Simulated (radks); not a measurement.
The Ce⁺ ion in the configuration [Xe] 4f1 5d2. It is put inside a hard spherical wall of varying radius. All numbers are computed, not measured: scalar-relativistic Kohn-Sham, PBE, spin-unpolarised, spherical densities, finite nucleus (the in-house radial solver radks). Wanted, and plotted below: the outer orbital energies, on a scale that is linear within ±10 eV and logarithmic beyond.

The levels rise as the wall closes in: 5d goes from −7.21 eV at 20 bohr to 259.6 eV at 1.5 bohr and passes zero between 4 and 3.5 bohr. On compression 5d drops below 6s between 12 and 6 bohr, 4f drops below 5p between 3 and 1.5 bohr and 4f drops below 5s between 3 and 1.5 bohr; in each crossing pair the level of higher l rises less. The fastest to rise is 6p (by 614.1 eV), the slowest 4f (by 136.9 eV): the wall presses hardest on the most extended orbitals.

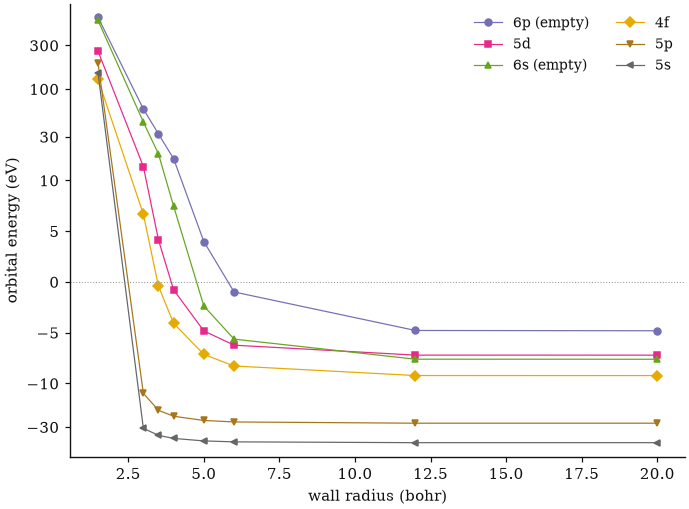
